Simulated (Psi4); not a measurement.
**UHF/aug-cc-pVTZ run of SiCl (SMILES [Si]Cl)**

Aim: the vertical doublet–quartet gap of SiCl at UHF/aug-cc-pVTZ, from 2 runs. 

The calculation is run with Psi4 1.11.

4 further runs of the same task are left out: 2 that didn't finish, 2 set aside as unsound or not needed.

## (1) The molecule

SiCl: 2 atoms, total charge 0, spin state doublet. SMILES: `[Si]Cl`. The shape is that of a PBE0-D4/def2-TZVP optimisation.

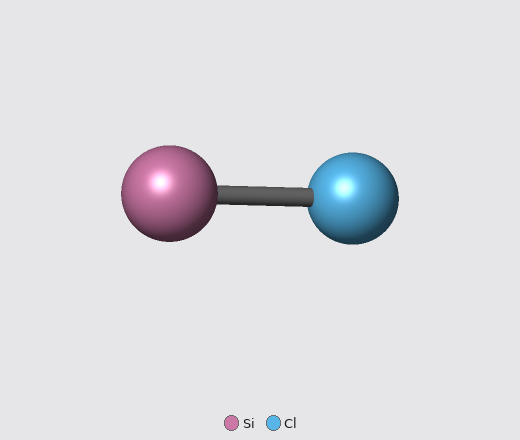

The structure, seen from a chosen angle (silicon pink, chlorine blue).

## (2) A single-point energy at UHF/aug-cc-pVTZ

clsi.xyz

```xyz
2
ClSi
Si     0.881810    -0.293660     0.452120
Cl    -0.881810     0.293660    -0.452120
```

calc.py

```python
import psi4

psi4.set_memory(2200000000)
psi4.set_num_threads(1)
psi4.core.set_output_file('clsi.out', False)

with open('clsi.xyz') as f:
    atoms = ''.join(f.readlines()[2:])
m = psi4.geometry('0 2\n' + atoms + 'symmetry c1\nno_reorient\nno_com')

psi4.set_options({
    'reference': 'uhf',
    'puream': True,
    'e_convergence': 1e-09,
    'd_convergence': 1e-08,
    'scf_type': 'pk',
    'maxiter': 100,
})

energy_value, wavefunction = psi4.energy('hf/aug-cc-pVTZ', molecule=m, return_wfn=True)
print('E =', round(energy_value, 9))
for k, v in sorted(psi4.core.scalar_variables().items()):
    print(f'{k:45s} {v:18.10f}')
```

Launch:

```
python calc.py
```

clsi.out:

```text
[...]
  Running in c1 symmetry.
[...]
  Nuclear repulsion =   60.927613994992669
[...]
  Multiplicity = 2
[...]
  Nalpha       = 16
  Nbeta        = 15
[...]
    Number of basis functions: 100
[...]
   @UHF iter   1:  -748.43559497139108   -5.36223e-01   1.66688e-03 DIIS/ADIIS
[...]
   @UHF iter  13:  -748.45408131944771   -8.29914e-12   5.34916e-09 DIIS
[...]
   @S^2 Observed:                7.754496364E-01
[...]
    Orbital Energies [Eh]
    ---------------------
    Alpha Occupied:
       1A   -104.839741     2A    -68.844883     3A    -10.565830
       4A     -8.032241     5A     -8.031864     6A     -8.030880
       7A     -6.187412     8A     -4.296978     9A     -4.286298
      10A     -4.285564    11A     -1.106492    12A     -0.657451
      13A     -0.503109    14A     -0.485023    15A     -0.448120
      16A     -0.290121
    Alpha Virtual:
      17A     -0.001664    18A      0.046404    19A      0.060955
      20A      0.065356    21A      0.074297    22A      0.112298
      23A      0.135426    24A      0.137723    25A      0.139910
[...]
  @UHF Final Energy:  -748.45408131944771
   => Energetics <=
    Nuclear Repulsion Energy =             60.9276139949926687
    One-Electron Energy =               -1157.4311694196924236
    Two-Electron Energy =                 348.0494741052519885
    Total Energy =                       -748.4540813194477096
  UHF NO Occupations:
  HONO-2 :   14  A 1.9994954
  HONO-1 :   15  A 1.9878937
[...]
 Multipole Moments:
 ------------------------------------------------------------------------------------
     Multipole            Electronic (a.u.)      Nuclear  (a.u.)        Total (a.u.)
 ------------------------------------------------------------------------------------
 L = 1.  Multiply by 2.5417464519 to convert [e a0] to [Debye]
 Dipole X            :          5.3391520           -4.9991382            0.3400138
 Dipole Y            :         -1.7780422            1.6648109           -0.1132313
 Dipole Z            :          2.7374802           -2.5631489            0.1743313
 Magnitude           :                                                    0.3985249
[...]
```

The script printed:

```text
E = -748.454081319
CURRENT ENERGY                                   -748.4540813194
CURRENT REFERENCE ENERGY                         -748.4540813194
DD SOLVATION ENERGY                                 0.0000000000
HF KINETIC ENERGY                                 748.4490709051
HF POTENTIAL ENERGY                             -1496.9031522245
HF TOTAL ENERGY                                  -748.4540813194
HF VIRIAL RATIO                                     2.0000066944
NUCLEAR REPULSION ENERGY                           60.9276139950
ONE-ELECTRON ENERGY                             -1157.4311694197
PCM POLARIZATION ENERGY                             0.0000000000
PE ENERGY                                           0.0000000000
SCF ITERATION ENERGY                             -748.4540813194
SCF ITERATIONS                                     13.0000000000
SCF TOTAL ENERGY                                 -748.4540813194
TWO-ELECTRON ENERGY                               348.0494741053
```

Run time: 20 s. Hardware: 1 thread of Intel Xeon at 2.70GHz, shared host; peak memory 0.59 GiB.

## (3) The quartet: energy and forces at UHF/aug-cc-pVTZ

calc.inp

```
memory 2.2 GB

molecule system {
  0 4
  Si     1.66637939    -0.55493697     0.85438298
  Cl    -1.66637939     0.55493697    -0.85438298
  units bohr
  symmetry c1
  no_reorient
  no_com
}

set basis aug-cc-pVTZ
set reference uhf
set puream true
set e_convergence 1e-09
set d_convergence 1e-08
set scf_type pk
set maxiter 100

energy_value, wavefunction = gradient("scf", return_wfn=True)
oeprop(wavefunction, "MULLIKEN_CHARGES", "MAYER_INDICES", "DIPOLE")
```

Launch:

```
psi4 -i calc.inp -o calc.out -n 1
```

calc.out (excerpt; [...] marks lines left out):

```text
[...]
  Running in c1 symmetry.
[...]
  Nuclear repulsion =   60.927614098545575
[...]
  Multiplicity = 4
[...]
  Nalpha       = 17
  Nbeta        = 14
[...]
    Number of basis functions: 100
[...]
   @UHF iter   1:  -748.34327614037022   -4.43904e-01   1.76790e-03 ADIIS/DIIS
[...]
   @UHF iter  13:  -748.37740307876493   -8.41283e-12   4.43290e-09 DIIS
[...]
   @S^2 Observed:                3.754486620E+00
[...]
  @UHF Final Energy:  -748.37740307876493
   => Energetics <=
    Nuclear Repulsion Energy =             60.9276140985455754
    One-Electron Energy =               -1156.9507713941623024
    Two-Electron Energy =                 347.6457542168517421
    Total Energy =                       -748.3774030787650418
  UHF NO Occupations:
  HONO-2 :   15  A 1.0000000
  HONO-1 :   16  A 1.0000000
[...]
  -Total Gradient:
     Atom            X                  Y                   Z
    ------   -----------------  -----------------  -----------------
       1        0.001233540239    -0.000410793057     0.000632458488
       2       -0.001233540238     0.000410793057    -0.000632458485
[...]
 Multipole Moments:
 ------------------------------------------------------------------------------------
     Multipole            Electronic (a.u.)      Nuclear  (a.u.)        Total (a.u.)
 ------------------------------------------------------------------------------------
 L = 1.  Multiply by 2.5417464519 to convert [e a0] to [Debye]
 Dipole X            :          5.4388209           -4.9991382            0.4396827
 Dipole Y            :         -1.8112339            1.6648109           -0.1464230
 Dipole Z            :          2.7885823           -2.5631489            0.2254333
 Magnitude           :                                                    0.5153453
[...]
  Mulliken Charges: (a.u.)
   Center  Symbol    Alpha    Beta     Spin     Total
       1    SI     8.26421  5.47190  2.79232  0.26389
       2    CL     8.73579  8.52810  0.20768 -0.26389
   Total alpha = 17.00000, Total beta = 14.00000, Total charge = -0.00000
  Mayer Bond Indices:
  Total Bond Index:
  Irrep: 1 Size: 2 x 2
                 1                   2
[...]
```

Run time: 63 s. Hardware: 1 thread of Intel Xeon at 2.70GHz, shared host; peak memory 0.59 GiB.

## (4) What came out

At UHF/aug-cc-pVTZ:

| quantity | value |
| --- | --- |
| doublet: total energy | -748.45408 Eh |
| doublet: dipole moment | 1.01 D |
| doublet: HOMO energy (highest over α and β) | -7.89 eV |
| doublet: LUMO energy (lowest over α and β) | -0.05 eV |
| doublet: ⟨S²⟩ | 0.775 |
| quartet: total energy | -748.37740 Eh |
| quartet: dipole moment | 1.31 D |
| quartet: HOMO energy (highest over α and β) | -8.82 eV |
| quartet: LUMO energy (lowest over α and β) | -1.52 eV |
| quartet: ⟨S²⟩ | 3.754 |
| quartet: largest force on an atom | 0.074 eV/Å |
| vertical energy of the quartet above the doublet | 2.087 eV |

In words: At this shape the quartet lies 2.09 eV (48 kcal/mol) above the doublet.
